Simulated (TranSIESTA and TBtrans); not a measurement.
Junction: Pb chain with one bond stretched by 0.6 Å. Leads: straight Pb chain, spacing 2.85 Å. Geometry: as built, not relaxed.

Computed with TranSIESTA and TBtrans, PBE, DZP numerical orbitals (energy shift 0.15 eV), PseudoDojo norm-conserving scalar-relativistic potentials, mesh cutoff 200 Ry, 300 K, no spin polarisation, no spin-orbit coupling; self-consistent non-equilibrium Green functions.

Energies count from the leads' Fermi level. Transmissions are for one spin of a degenerate pair. The energy step is 0.01 eV; narrower resonances are cut or missed.

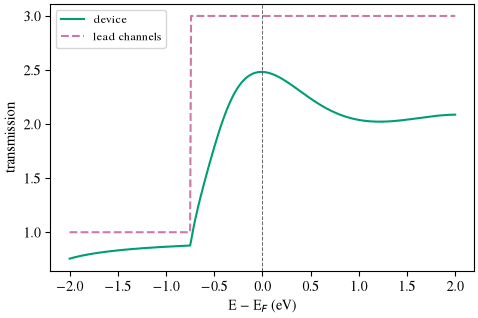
Figure: Transmission against energy

```tsv
E (eV)	T	lead channels
-2.00	0.76	1
-1.80	0.80	1
-1.60	0.82	1
-1.40	0.84	1
-1.20	0.85	1
-1.00	0.87	1
-0.80	0.87	1
-0.60	1.47	3
-0.40	2.06	3
-0.20	2.40	3
0.00	2.48	3
0.20	2.42	3
0.40	2.30	3
0.60	2.18	3
0.80	2.09	3
1.00	2.04	3
1.20	2.02	3
1.40	2.03	3
1.60	2.05	3
1.80	2.08	3
2.00	2.09	3
```

The straight chain is held at its spacing; free chains may zigzag or dimerise. No spin-polarised start was tried, so a magnetic state, if there is one, is missed. Spin-orbit coupling, left out here, matters for the heavy atoms.
